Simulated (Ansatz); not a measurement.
# Fe wire along [110], 3 atoms a period: bands by functional and under strain, part 4 of 4

Aim: is the Fe wire along [110], 3 atoms a period a metal or a semiconductor?

Ansatz 0.2.0; DFT PBE, plane waves, PAW; relaxation of a wire's period (the session's first sound run).

So far. Step 9 (At a strained period, period over the relaxed period …): Bands cross the Fermi level, as under PBE at the relaxed period, with an absolute moment of 9.80 μB a cell.

### Step 10. The same system on other settings

This step: DFT LDA, plane waves, PAW; bands of a perfect wire at the PBE geometry; changed: scf.occupations.method = "cold", scf.occupations.width = 0.001 (Ansatz 0.2.0).

The atoms of the band run (LDA) are kept and the input is varied, to see whether the result depends on it.

The input, input.yaml:

```yaml
crystal:
  lattice:
    - [8.215, 0.0, 0.0]
    - [0.0, 8.801, 0.0]
    - [0.0, 0.0, 2.442352893]
  atoms:
    - { symbol: Fe, position: [0.419659388, 0.33537599, 0.0], spin: 2.81 }
    - { symbol: Fe, position: [0.367508195, 0.571511073, 0.5], spin: 2.81 }
    - { symbol: Fe, position: [0.626709471, 0.479445419, 0.5], spin: 2.81 }
magnetization:
  spin_polarized: true
kpoints:
  mp_grid: { grid: [1, 1, 25] }
  band_path: { path: ["Γ", Z], npoints: 50 }
scf:
  occupations: { method: cold, width: 0.001 }
hamiltonian:
  xc: lda
```

On the command line:

```bash
$ ansatz run input.yaml --threads 4 --pin off --max-ram 16384MiB --backend cpu --events-out ev --progress --plain --runs-dir out
```

Numbers of over 12 decimals in the logs are rounded to 6 here.

The log of the run:

```text
[...]
Crystal: 3 atoms, lattice volume = 176.583 Å³
Basis set: ecut = 420 eV, 3443 PW (Γ)
Bands: 34, of which v1, the nominal top of the filled ones, is band 24 counted from 1 (23 counted from 0)
Symmetry: 2 space group operations
[...]
k-points: 13 of 25
[...]
Starting moments: Σ|m| = 8.43 μB on 3 of 3 sites
[...]
SCF iter   1: F=—  HF=-13251.724230 eV  |F-HF|=—  |Δ(HF+E_count)|=         —  Δρ=2.92e-2 (↑2.28e-2 ↓2.92e-2)  dr2=8.42e0  dr2_m=6.72e-1  M=8.879 μB ∫|m|=8.924 μB  β_m=0.30  ethr=3.10e-3  ⟨swp⟩=9.3  Hψ=4447  notcnv=0
[...]
SCF iter  11: F=—  HF=-13252.761830 eV  |F-HF|=—  |Δ(HF+E_count)|=         —  Δρ=3.23e-4 (↑7.72e-5 ↓3.23e-4)  dr2=4.27e-4  dr2_m=2.60e-5  M=9.120 μB ∫|m|=9.256 μB  β_m=0.68  ethr=2.15e-7  ⟨swp⟩=2.8  Hψ=1462  notcnv=0  defer=44
[...]
iteration 11: the input's own smearing fills from here on; a Gaussian of 0.001 eV has filled iterations ahead of it
SCF iter  12: F=—  HF=-13252.762790 eV  |F-HF|=—  |Δ(HF+E_count)|=   9.60e-4  S|Δr|=    0.00e0  Δρ=2.71e-3 (↑5.35e-4 ↓2.71e-3)  dr2=2.95e-2  dr2_m=1.97e-3  M=9.120 μB ∫|m|=9.256 μB  β_m=0.38  ethr=2.15e-7  ⟨swp⟩=3.3  Hψ=2017  notcnv=0  defer=44  recentre
[...]
SCF iter  18: F=-13252.761825 eV  HF=-13252.761825 eV  |F-HF|=1.98e-8  |Δ(HF+E_count)|=   1.21e-7  S|Δr|=    0.00e0  Δρ=2.25e-6 (↑1.38e-6 ↓2.25e-6)  dr2=3.80e-8  dr2_m=1.20e-9  M=9.120 μB ∫|m|=9.256 μB  ethr=2.08e-10  ⟨swp⟩=8.9  Hψ=2192  notcnv=0
SCF 1 converged in 18 iterations: F = -13252.761825 eV  dr2 = 3.80e-8
[...]
SCF converged after 18 iterations
Magnetization: 9.1200 μB (28.5600 up, 19.4400 down)
Absolute magnetization: 9.2566 μB (∫|ρ↑−ρ↓|, with the PAW one-centre terms)
[...]
Per-site moments (μB) at R_I (Å): [(2.751493, 1.007471), (2.738976, 0.939796), (2.741066, 0.939796)]
Free energy (F): -13252.761825 eV
[...]
Internal energy: -13252.761812 eV  (E = F + TS)
E sigma→0 (E₀):  -13252.761821 eV
Entropy (-TS):   -0.000013 eV (-0.004 meV/atom)
Fermi energy:    0.306261 eV
[...]
--- Band table (eV; the first three rows and the last of 26) ---
  k-point 0 ↑: bands = [... 20 lower, -1.7332, -1.6604, -1.2369, -1.1946, -1.1828, -0.8080, -0.6755, -0.6479, ... 6 higher]
  k-point 1 ↑: bands = [... 20 lower, -1.7006, -1.6590, -1.3842, -1.2583, -1.0674, -0.8021, -0.7033, -0.5183, ... 6 higher]
  k-point 2 ↑: bands = [... 20 lower, -1.7020, -1.6704, -1.5455, -1.3831, -0.9606, -0.9173, -0.6417, -0.5325, ... 6 higher]
  k-point 12 ↓: bands = [... 20 lower, 1.0658, 1.1865, 1.3656, 1.3886, 1.6587, 1.8818, 2.4685, 3.3444, ... 6 higher]
```

Run time: 18 s. Hardware: 4 threads of Arm Neoverse V1, shared host; peak memory 0.58 GiB; 71 s of CPU time.

This step gave:

- total moment: 9.120 μB
- absolute moment: 9.257 μB

Site moment by atom:

| atom | site moment (μB) |
| --- | --- |
| Fe1 | 2.75 |
| Fe2 | 2.74 |
| Fe3 | 2.74 |

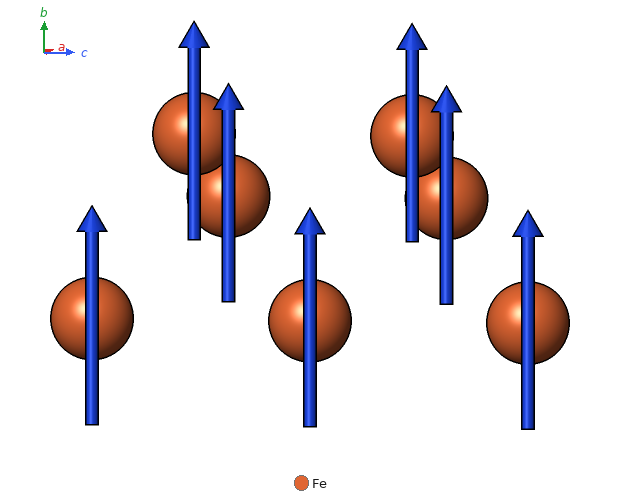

Site moment as arrows, the longest 2.75 μB. Up and down stand for the sign. Arrows give size and sign along the axis of quantisation, drawn up and down the page. 1×1×2 cells are drawn. Some periodic images of atoms are drawn too.

It took 18 s against 16 s for the run it varies.

Side by side:

| quantity | this run | the run it varies | difference |
| --- | --- | --- | --- |
| total moment (μB) | 9.1200 | 9.0744 | 0.0456 |
| absolute moment (μB) | 9.2566 | 9.2167 | 0.0400 |

### Step 11. A varied input: scf.n_extra_bands = 32

This step: DFT LDA, plane waves, PAW; bands of a perfect wire at the PBE geometry; changed: scf.n_extra_bands = 32 (Ansatz 0.2.0).

The atoms of the band run (LDA) are kept and the input is varied, to see whether the result depends on it.

Edit input.yaml of step 10 so:

```diff
@@ -15,3 +15,4 @@
 scf:
-  occupations: { method: cold, width: 0.001 }
+  occupations: { method: fermi_dirac, width: 0.05 }
+  n_extra_bands: 32
 hamiltonian:
```

The log of the run:

```text
[...]
Crystal: 3 atoms, lattice volume = 176.583 Å³
Basis set: ecut = 420 eV, 3443 PW (Γ)
Bands: 56, of which v1, the nominal top of the filled ones, is band 24 counted from 1 (23 counted from 0)
Symmetry: 2 space group operations
[...]
k-points: 13 of 25
[...]
Starting moments: Σ|m| = 8.43 μB on 3 of 3 sites
[...]
k-point 0 ↑: bands = [... 20 lower, -1.7285, -1.6544, -1.2371, -1.1930, -1.1750, -0.8063, -0.6690, -0.6369, ... 28 higher]
  k-point 1 ↑: bands = [... 20 lower, -1.6972, -1.6530, -1.3841, -1.2504, -1.0660, -0.7933, -0.7013, -0.5107, ... 28 higher]
  k-point 2 ↑: bands = [... 20 lower, -1.6990, -1.6645, -1.5455, -1.3749, -0.9566, -0.9097, -0.6437, -0.5324, ... 28 higher]
  k-point 12 ↓: bands = [... 20 lower, 1.0570, 1.1792, 1.3539, 1.3820, 1.6565, 1.8759, 2.4639, 3.3287, ... 28 higher]
[key lines of the parts left out:]
SCF converged after 12 iterations
Magnetization: 9.0744 μB (28.5372 up, 19.4628 down)
Free energy (F): -13252.775952 eV
Fermi energy:    0.291845 eV
```

The job ended after 30 s (4 threads; peak memory 0.77 GiB).

Numbers from this step:

```
energy at zero smearing : -13252.7609 eV
total moment            : 9.074 μB
absolute moment         : 9.217 μB
```

It took 30 s against 16 s for the run it varies.

The total moment and absolute moment stay within 0.2 % plus 0.001 of the run it varies.

### Step 12. What came out

```yaml
cell_length_pbe: 2.442 Å
conductance_pbe: 3.97 G₀
absolute_moment_pbe: 9.52 μB
absolute_moment_lda: 9.22 μB
absolute_moment_pbesol: 9.55 μB
absolute_moment_r2scan: 10.5 μB
gap_period_scaled_by_1p03: none
gap_period_scaled_by_1p1: none
```

**Reading.** Under PBE the cell's length is 2.44 Å, the absolute moment is 9.52 μB a cell, and it is a metal with 3 spin-up and 5 spin-down channels next to the Fermi level, 3.97 G₀ at 300 K. A perfect wire passes every open channel, so the conductance counts half a G₀ for each forward-moving state at the Fermi level, spin by spin; the value here is no such multiple, since a band edge lies within the thermal window. Transport is coherent and elastic here: the atoms are frozen, so scattering by vibrations plays no part. In the perfect wire the moments were started parallel, and no opposed start was run. No search over magnetic orders was made; another may lie lower.

[Logs are printed without paths, hosts, clocks, repeated set-up lines and the standing remarks that a program may print on its own settings, such as how far it seeks lower states.]

[Hosts, paths, dates, database ids (printed as entryN), source tags and the programs' standing remarks are cut or masked in the printed files.]
